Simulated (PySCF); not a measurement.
## Electronic structure of C$_{5}$H$_{13}$OPSi$_{2}$ in real space

| atom | x (Å) | y (Å) | z (Å) |
| --- | --- | --- | --- |
| C | 3.1263 | -0.7582 | -0.6304 |
| C | 2.6724 | -0.0043 | 0.5932 |
| O | 3.3482 | 0.8406 | 1.1293 |
| C | 1.2943 | -0.3355 | 1.0604 |
| Si | 0.0877 | 0.8440 | 0.1402 |
| C | -1.6069 | 0.9460 | 1.0418 |
| C | -2.6180 | -0.0393 | 0.4577 |
| Si | -2.5635 | -0.0171 | -1.4558 |
| P | -0.3738 | 0.0975 | -1.9331 |
| H | 3.1766 | -1.8238 | -0.4157 |
| H | 2.4034 | -0.6039 | -1.4314 |
| H | 4.1046 | -0.4088 | -0.9492 |
| H | 1.2199 | -0.1405 | 2.1283 |
| H | 1.0440 | -1.3749 | 0.8595 |
| H | 0.6768 | 2.1821 | 0.0314 |
| H | -1.9855 | 1.9605 | 0.9098 |
| H | -1.5054 | 0.7897 | 2.1165 |
| H | -2.3823 | -1.0474 | 0.8071 |
| H | -3.6201 | 0.1880 | 0.8236 |
| H | -3.2020 | 1.1872 | -1.9912 |
| H | -3.1686 | -1.2253 | -2.0197 |
| H | -0.1387 | -1.2374 | -1.6584 |

Geometry: GFN2-xTB.

Method: PBE0/pcSseg-1, SCF density, gas phase, non-relativistic in PySCF.

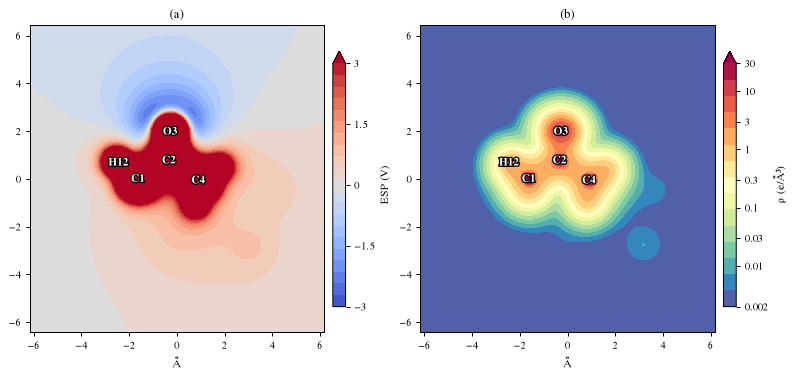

Figure 1. (a) electrostatic potential; (b) total electron density on the plane of atoms C2, C1 and H12.

Read the bonding off the picture.

The plane passes through C, O and H nuclei.
C–O (1.21 Å): ρ is about 3.3 e/Å³ halfway.
C–C (1.49 Å): the density is about 1.8 e/Å³ at the midpoint.
C–H (1.09 Å): ρ is about 2 e/Å³ halfway.
Outside the dense part of the molecule the potential is most negative (−2.3 V) near O3.

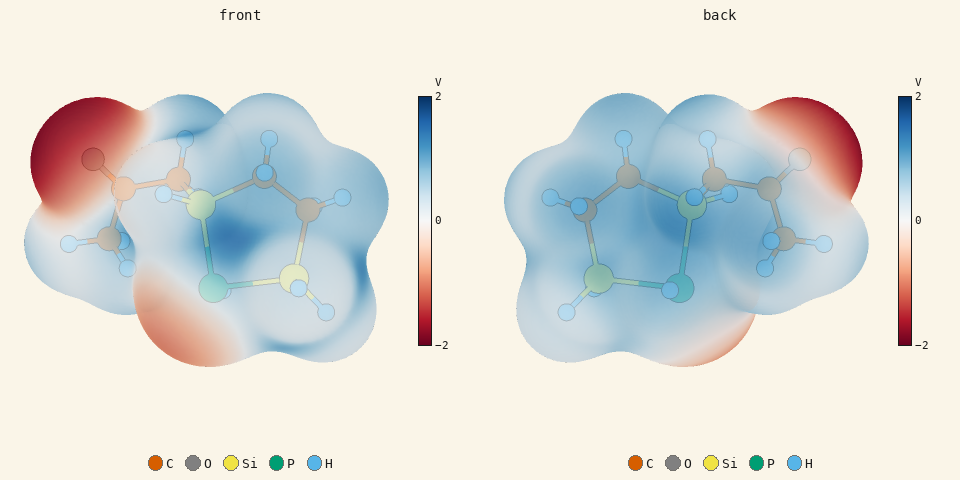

Figure 2. The molecular electrostatic potential painted on the density surface at 0.002 e/bohr³, seen from the front and from behind; the colour scale runs from red (negative) to blue (positive).

Where is the surface potential most negative and most positive?

The most negative region (about −1.8 V) lies over O3, the most positive (about +1.3 V) over Si5, Si8 and H14. O3 is the likeliest acceptor of a hydrogen bond.

How polar is the molecule by this calculation?

Its dipole moment is 3.75 D.
